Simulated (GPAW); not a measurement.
# F K-edge XANES of KCrF3 (C2/m)

What does one-electron theory with a core hole give for the F K edge of KCrF3 (C2/m)?

Main program and level: GPAW 26.7.0; X-ray absorption from dipole matrix elements to empty bands, plane-wave PAW LDA+U.

## Step 1: Starting point

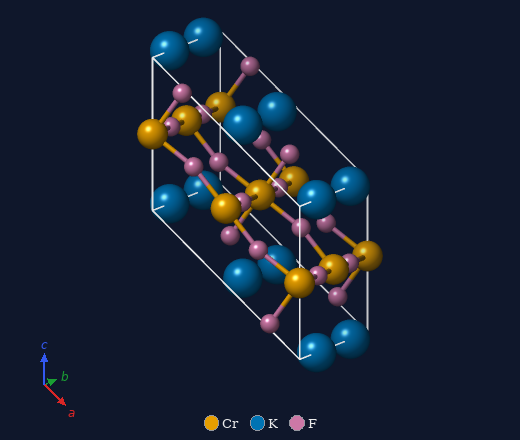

Start, viewed slightly off an axis; chromium orange, potassium blue, fluorine pink. This picture shows the conventional cell, with its axes. Some periodic images of atoms are drawn too.

Structure file:

```
Cr K F
1.0
     3.98826   -4.28773    0.00000
     3.98826    4.28773    0.00000
    -3.98187    0.00000    4.25346
Cr K F
2 2 6
Cartesian
  1.9973 0.0000 2.1267
  -1.9909 0.0000 2.1267
  3.9883 -2.1301 0.0000
  3.9883 2.1301 0.0000
  3.9831 0.0000 1.8800
  0.0115 0.0000 2.3734
  1.9973 1.9766 2.1267
  1.9973 -1.9766 2.1267
  -2.2233 0.0000 4.0961
  6.2179 0.0000 0.1574
```

## Step 2: The field without a hole

The ground state comes first: it tells whether the system has a gap, which decides how the excited electron is treated.

The input, scf.py:

```python
import numpy as np
from ase import Atoms
from ase.parallel import parprint, paropen
from gpaw import GPAW, PW, FermiDirac, Mixer, MixerDif, setup_paths
from gpaw.test import gen
setup_paths.insert(0, '.')
gen('F', name='nch1s', xcname='LDA', corehole=(1, 0, 0), write_xml=True)
from gpaw.mpi import world
world.barrier()

atoms = Atoms('Cr2K2F6',
    cell=[[3.98826406, -4.287735, 0],
     [3.98826406, 4.287735, 0],
     [-3.98186786, 0, 4.25345723]],
    scaled_positions=[[0.5, 0.5, 0.5],
     [0, 0, 0.5],
     [0.7484, 0.2516, 0],
     [0.2516, 0.7484, 0],
     [0.72, 0.72, 0.442],
     [0.28, 0.28, 0.558],
     [0.2695, 0.7305, 0.5],
     [0.7305, 0.2695, 0.5],
     [0.202, 0.202, 0.963],
     [0.798, 0.798, 0.037]],
    magmoms=[3.0, 3.0, 0.0, 0.0, 0.0, 0.0, 0.0, 0.0, 0.0, 0.0],
    pbc=True)
atoms.calc = calc = GPAW(legacy_gpaw=True, mode=PW(500, force_complex_dtype=True), xc='LDA', setups={'Cr': ':d,3', 4: 'nch1s'},
    kpts={'size': (3, 3, 3), 'gamma': True}, occupations=FermiDirac(0.05),
    charge=0, mixer=MixerDif(0.05, 8, 50), maxiter=150,
    convergence={'density': 0.0001, 'eigenstates': 1e-6}, txt='scf.txt')
energy = atoms.get_potential_energy() + calc.get_reference_energy()
ef = calc.get_fermi_level()
out = dict(energy=energy, fermi=ef, forces=atoms.get_forces().tolist(), magmoms=atoms.get_magnetic_moments().tolist())
parprint(f'all-electron energy {energy:.4f} eV, Fermi level {ef:.4f} eV')
ev = np.array([[calc.get_eigenvalues(k, s) for k in range(len(calc.get_ibz_k_points()))] for s in range(calc.get_number_of_spins())])
out['homo'], out['lumo'], out['counts'] = ev[ev < ef].max(), ev[ev > ef].min(), sorted(set((ev < ef).sum((0, 2)).tolist()))
out['filled'] = (ev[:, 0] < ef).sum(1).tolist()
import json
with paropen('out.json', 'w') as f:
    json.dump(out, f)
```

Run with:

```console
> OMP_NUM_THREADS=1 mpirun -n 4 gpaw python scf.py
```

Numbers of over 12 decimals in the logs are rounded to 6 here.

The log of the run:

```text
Input parameters:
  convergence: {density: 0.0001,
                eigenstates: 1e-06}
  kpts: {gamma: True,
         size: (3, 3, 3)}
  maxiter: 150
  mixer: {backend: pulay,
          beta: 0.05,
          method: difference,
          nmaxold: 8,
          weight: 50}
  mode: {ecut: 500.0,
         force_complex_dtype: True,
         name: pw}
  occupations: {fixmagmom: False,
                name: fermi-dirac,
                width: 0.05}
  setups: {4: nch1s,
           Cr: :d,3}

Initialize ...

[... PAW data sets ...]

Reference energy: -105928.459444  # eV

Spin-polarized calculation.
Initial magnetic moment: 6.000000

[... convergence settings ...]
Symmetries present (total): 2
  [... symmetry matrices ...]

27 k-points: 3 x 3 x 3 Monkhorst-Pack grid
10 k-points in the irreducible part of the Brillouin zone
       k-points in crystal coordinates                weights
   0:     0.00000000    0.00000000    0.00000000          1/27
   1:     0.00000000    0.00000000    0.33333333          2/27
   2:     0.33333333   -0.33333333    0.00000000          2/27
   3:     0.33333333   -0.33333333    0.33333333          4/27
   4:     0.33333333    0.00000000   -0.33333333          4/27
   5:     0.33333333    0.00000000    0.00000000          4/27
   6:     0.33333333    0.00000000    0.33333333          4/27
   7:     0.33333333    0.33333333   -0.33333333          2/27
   8:     0.33333333    0.33333333    0.00000000          2/27
   9:     0.33333333    0.33333333    0.33333333          2/27

Wave functions: Plane wave expansion
  Cutoff energy: 500.000 eV
  Number of coefficients (min, max): 3667, 3710
  Pulay-stress correction: 0.000000 eV/Ang^3 (de/decut=0.000000)
  Using FFTW library
  Wavefunction extrapolation:
    Improved wavefunction reuse through dual PAW basis

Occupation numbers: Fermi-Dirac:
  width: 0.0500  # eV

Eigensolver
   Davidson(niter=2)

Densities:
  Coarse grid: 32*32*32 grid
  Fine grid: 64*64*64 grid
  Total Charge: 0.000000

Density mixing:
  Method: difference
  Backend: pulay
  Linear mixing parameter: 0.05
  old densities: 8
  Width of damping distribution: 1.1
  Damping of long wavelength oscillations: 50

[... Hamiltonian set-up ...]
Number of atoms: 10
Number of atomic orbitals: 52
Number of bands in calculation: 51
Number of valence electrons: 72
Bands to converge: occupied

... initialized

Initializing position-dependent things.

Density initialized from atomic densities
Creating initial wave functions:
  51 bands from LCAO basis set

        F
                    F
         Cr   F    Cr
                        F
                  F      K
                              F
                       K

Atomic positions and initial magnetic moments

Positions:
   0 Cr     1.997330    0.000000    2.126729    ( 0.0000,  0.0000,  3.0000)
   1 Cr    -1.990934    0.000000    2.126729    ( 0.0000,  0.0000,  3.0000)
   2 K      3.988264   -2.130147    0.000000    ( 0.0000,  0.0000,  0.0000)
   3 K      3.988264    2.130147    0.000000    ( 0.0000,  0.0000,  0.0000)
   4 F      3.983115    0.000000    1.880028    ( 0.0000,  0.0000,  0.0000)
   5 F      0.011546    0.000000    2.373429    ( 0.0000,  0.0000,  0.0000)
   6 F      1.997330    1.976646    2.126729    ( 0.0000,  0.0000,  0.0000)
   7 F      1.997330   -1.976646    2.126729    ( 0.0000,  0.0000,  0.0000)
   8 F     -2.223280    0.000000    4.096079    ( 0.0000,  0.0000,  0.0000)
   9 F      6.217940   -0.000000    0.157378    ( 0.0000,  0.0000,  0.0000)

Unit cell:
           periodic     x           y           z      points  spacing
  1. axis:    yes    3.988264   -4.287735    0.000000    32     0.1505
  2. axis:    yes    3.988264    4.287735    0.000000    32     0.1505
  3. axis:    yes   -3.981868    0.000000    4.253457    32     0.1329

  Lengths:   5.855845   5.855845   5.826420
  Angles:  117.739790 117.739790  94.144741

[...]
iter:   9   -61.124273   -2.88  -2.40    +7.9992
iter:  10   -61.120600c  -3.04  -2.51    +8.0002
iter:  11   -61.121643c  -3.54  -2.69    +8.0001
iter:  12   -61.125634c  -2.98  -2.89    +8.0000
iter:  13   -61.122737c  -3.80  -2.84    +8.0000
iter:  14   -61.122801c  -4.07  -3.13    +8.0000
iter:  15   -61.123967c  -4.16  -3.24    +8.0000
iter:  16   -61.123461c  -4.40  -3.03    +8.0000
[...]
iter:  22   -61.122520c  -5.26  -3.55    +8.0000
iter:  23   -61.122540c  -5.70  -3.66    +8.0000
iter:  24   -61.122448c  -5.45  -3.65    +8.0000
iter:  25   -61.122439c  -6.04c -3.89    +8.0000
iter:  26   -61.122434c  -6.27c -3.96    +8.0000
iter:  27   -61.122437c  -5.85  -4.01c   +8.0000
iter:  28   -61.122429c  -5.84  -4.01c   +8.0000
iter:  29   -61.122427c  -6.42c -4.17c   +8.0000

Converged after 29 iterations.

Dipole moment: (0.000000, 0.000000, 0.000000) |e|*Ang

Total magnetic moment: (0.000000, 0.000000, 8.000000)
Local magnetic moments:
   0 Cr ( 0.000000,  0.000000,  3.563251)
   1 Cr ( 0.000000,  0.000000,  3.567610)
   2 K  ( 0.000000,  0.000000,  0.000309)
   3 K  ( 0.000000,  0.000000,  0.000309)
   4 F  ( 0.000000,  0.000000,  0.010976)
   5 F  ( 0.000000,  0.000000,  0.010976)
   6 F  ( 0.000000,  0.000000,  0.023042)
   7 F  ( 0.000000,  0.000000,  0.023042)
   8 F  ( 0.000000,  0.000000,  0.022996)
   9 F  ( 0.000000,  0.000000,  0.022996)

Energy contributions relative to reference atoms: (reference = -105928.459444)

Kinetic:        +51.834935
Potential:      -53.521478
External:        +0.000000
XC:             -59.641887
Entropy (-ST):   -0.000000
Local:           +0.206004
SIC:             +0.000000
--------------------------
Free energy:    -61.122427
Extrapolated:   -61.122427

Spin contamination: 0.045862 electrons
Showing only first 2 kpts
                      Up                     Down
 Kpt  Band  Eigenvalues  Occupancy  Eigenvalues  Occupancy
  0    34      1.92573    1.00000      8.04723    0.00000
  0    35      2.67740    1.00000      8.09545    0.00000
  0    36      2.70527    1.00000      8.66484    0.00000
  0    37      2.74033    1.00000      8.72154    0.00000

  1    34      2.30461    1.00000      8.42379    0.00000
  1    35      2.52009    1.00000      8.56935    0.00000
  1    36      2.52799    1.00000      8.62276    0.00000
  1    37      2.69701    1.00000      8.84957    0.00000

Fermi level: 4.85970

Gap: 2.168 eV
Transition (v -> c):
  (s=0, k=7, n=39, [0.33, 0.33, -0.33]) -> (s=0, k=0, n=40, [0.00, 0.00, 0.00])
Direct/indirect transitions are different
Direct gap: 2.442 eV
Transition at: (s=0, k=3, n=39, [0.33, -0.33, 0.33])

Forces in eV/Ang:
  0 Cr   -0.00000    0.00000   -0.00000
  1 Cr    0.00000    0.00000   -0.00000
  2 K    -0.00000   -0.00433    0.00000
  3 K    -0.00000    0.00433    0.00000
  4 F     0.16771    0.00000   -0.07871
  5 F    -0.16771    0.00000    0.07871
  6 F     0.00000    0.09088    0.00000
  7 F     0.00000   -0.09088    0.00000
  8 F    -0.00503    0.00000   -0.09053
  9 F     0.00503    0.00000    0.09053
Scalar-relativistic atomic LDA calculation for F (Fluorine, Z=9)
Core hole in 1s state (1s occupation: 2.0)
300 radial gridpoints.
|------------------------------------------------|
|------------------------------------------------|
[... the atom generator's iteration count ...]

Energy contributions:
-------------------------
Kinetic:      +98.924702
XC:            -9.628727
Potential:   -188.480882
-------------------------
Total:        -99.184907

state      eigenvalue         ekin         rmax
-----------------------------------------------
1s^2.0 :   -24.213779    36.855229        0.115
2s^2.0 :    -1.089490     4.159703        0.767
2p^5.0 :    -0.415007     3.378968        0.703
-----------------------------------------------
(units: Bohr and Hartree)

Generating PAW setup
Kinetic energy of the core from tauc = 73.784289
Cutoffs:
rc(s)=1.200
rc(p)=1.200
rc(d)=1.200
rc(vbar)=1.080
rc(comp)=1.200
rc(nct)=1.200

Kinetic energy of the core states: 73.710458
Charge: 0.0
Core electrons: 2.0
Valence electrons: 7.0
Pseudo-core charge: 0.000387
Shape function alpha=6.944
Pseudo-electron charge 6.013308
state    eigenvalue         norm
--------------------------------
2s(2) :    -1.089490     1.062936
*s    :    -0.089490
2p(5) :    -0.415007     0.777410
*p    :     0.584993
*d    :     0.000000
--------------------------------

Diagonalizing with gridspacing h=0.050

state   all-electron     PAW
-------------------------------
2s:      -1.089490    -1.091166
2p:      -0.415007    -0.417133
*d:                    0.051257
*f:                    0.077758
-------------------------------
all-electron energy -105989.5819 eV, Fermi level 4.8597 eV
```

It took 29 s on 4 MPI ranks of AMD EPYC 9R14 (Zen 4), shared host; peak memory 0.26 GiB.

The mesh shows a gap of 2.17 eV, so the hole is first treated in a charged cell, without the excited electron.

Site moments (μB): 3.56, 3.57, 0.00, 0.00, 0.01, 0.01, 0.02, 0.02, 0.02, 0.02.

## Step 3: Cell without a hole, the energy reference

The photon energy needs a difference of total energies, so the cell and mesh of the coming hole run are first run without a hole.

This run holds the same structure in another cell (a 5.856 → 5.826 Å, b 5.856 → 5.835 Å, c 5.826 → 5.856 Å, α 117.7 → 62.2°, γ 94.1 → 86.3°).

Edit scf.py of step 2 so:

```diff
@@ -11,15 +11,15 @@
 atoms = Atoms('Cr2K2F6',
-    cell=[[3.98826406, -4.287735, 0],
-     [3.98826406, 4.287735, 0],
-     [-3.98186786, 0, 4.25345723]],
-    scaled_positions=[[0.5, 0.5, 0.5],
-     [0, 0, 0.5],
-     [0.7484, 0.2516, 0],
-     [0.2516, 0.7484, 0],
-     [0.72, 0.72, 0.442],
-     [0.28, 0.28, 0.558],
-     [0.2695, 0.7305, 0.5],
-     [0.7305, 0.2695, 0.5],
-     [0.202, 0.202, 0.963],
-     [0.798, 0.798, 0.037]],
+    cell=[[3.98186786, 0, -4.25345723],
+     [-3.99466025, 0, -4.25345723],
+     [-3.98826406, 4.287735, 0]],
+    scaled_positions=[[0, 0.5, 0],
+     [0.5, 0, 0],
+     [0.2516, 0.7484, 0.5032],
+     [0.7484, 0.2516, 0.4968],
+     [0.278, 0.28, 0],
+     [0.722, 0.72, 0],
+     [0.2305, 0.2695, 0.461],
+     [0.7695, 0.7305, 0.539],
+     [0.239, 0.798, 0],
+     [0.761, 0.202, 0]],
     magmoms=[3.0, 3.0, 0.0, 0.0, 0.0, 0.0, 0.0, 0.0, 0.0, 0.0],
@@ -27,3 +27,3 @@
 atoms.calc = calc = GPAW(legacy_gpaw=True, mode=PW(500, force_complex_dtype=True), xc='LDA', setups={'Cr': ':d,3', 4: 'nch1s'},
-    kpts={'size': (3, 3, 3), 'gamma': True}, occupations=FermiDirac(0.05),
+    kpts={'size': (3, 3, 3), 'gamma': True}, occupations=FermiDirac(0.02),
     charge=0, mixer=MixerDif(0.05, 8, 50), maxiter=150,
```

The log of the run:

```text
Input parameters:
  convergence: {density: 0.0001,
                eigenstates: 1e-06}
  kpts: {gamma: True,
         size: (3, 3, 3)}
  maxiter: 150
  mixer: {backend: pulay,
          beta: 0.05,
          method: difference,
          nmaxold: 8,
          weight: 50}
  mode: {ecut: 500.0,
         force_complex_dtype: True,
         name: pw}
  occupations: {fixmagmom: False,
                name: fermi-dirac,
[...]
2s(2) :    -1.089490     1.062936
*s    :    -0.089490
2p(5) :    -0.415007     0.777410
*p    :     0.584993
*d    :     0.000000
--------------------------------

Diagonalizing with gridspacing h=0.050

state   all-electron     PAW
-------------------------------
2s:      -1.089490    -1.091166
2p:      -0.415007    -0.417133
*d:                    0.051257
*f:                    0.077758
-------------------------------
all-electron energy -105989.5819 eV, Fermi level 4.8203 eV
[key lines of the parts left out:]
Converged after 24 iterations.
Dipole moment: (-0.000000, 0.000000, 0.000000) |e|*Ang
Free energy:    -61.122411
Fermi level: 4.82027
```

Elapsed: 30 s, on 4 MPI ranks; peak memory 0.36 GiB.

Reference energy: -105989.582 eV with the cores included.

(Continued in part 2 of 3.)

[Banner, clock and machine lines of the logs are left out without a mark of their own.]

[Logs are printed without paths, hosts, clocks, repeated set-up lines and the standing remarks that a program may print on its own settings, such as how far it seeks lower states.]

[Hosts, paths, dates, database ids (printed as entryN), source tags and the programs' standing remarks are cut or masked in the printed files.]

[Lists of maxima count a maximum above −3 eV only where it reaches 4 % of the highest in the window and stands out from its surroundings by 2 % of it (1.5 % where it reaches 55 %); shoulders and weaker maxima are passed over, and of the rest the first, up to two pre-edge ones and the few strongest are named.]
